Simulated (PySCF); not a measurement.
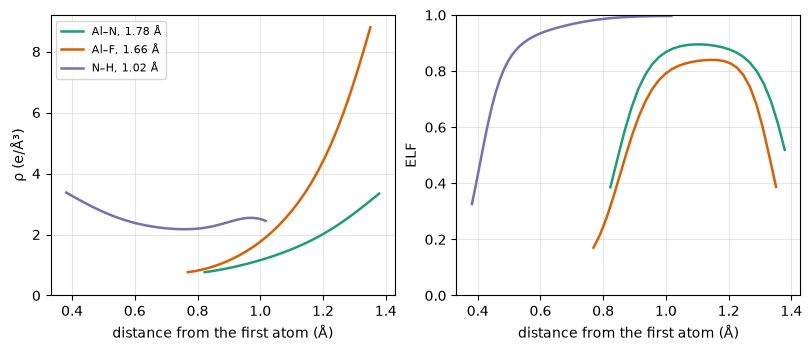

Figure 1: Al3F3H3N3 ((FAlNH)3 ring). Electron density and electron localisation function along straight lines between neighbouring atoms. The curves leave out the atomic cores.

Geometry: PBE0-D3(BJ)/def2-SVP.

The calculation used PBE0/pcSseg-1 Al:pcSseg-2, SCF density, gas phase, non-relativistic (PySCF).

Input file:

```
{"job": {"kind": "nmr", "xc": "PBE0", "basis": {"default": "pcSseg-1", "Al": "pcSseg-2"}}, "charge": 0, "multiplicity": 1}
Al    -0.261962    -1.645315    -0.706931
F     -0.511167    -3.161365    -1.343235
N      1.374753    -0.974265    -0.516152
Al     1.689999     0.626856     0.193059
F      3.237308     1.198759     0.410407
N      0.272195     1.588225     0.673714
Al    -1.399983     1.000477     0.518409
F     -2.694919     1.922390     1.008115
N     -1.618626    -0.621931    -0.178921
H      2.166151    -1.543531    -0.806397
H      0.426312     2.509504     1.076312
H     -2.564591    -0.982563    -0.277401
```

Command:

```sh
OMP_NUM_THREADS=1 python probes_run.py task.json out
```

Compare the contacts.

Al–N (1.78 Å): ρ is about 0.88 e/Å³ halfway; the ELF peaks at about 0.90 in the valence shell of N, 0.7 Å from its nucleus, and is about 0.65 at the midpoint.
Al–F (1.66 Å): ρ at the midpoint is about 0.89 e/Å³; the ELF peaks at about 0.85 in the valence shell of F, 0.5 Å from its nucleus, and is about 0.35 at the midpoint.
N–H (1.02 Å): ρ at the midpoint is about 2.7 e/Å³; the ELF climbs to about 1 towards the hydrogen, as it does in any bond to H (a covalent bond by its length).
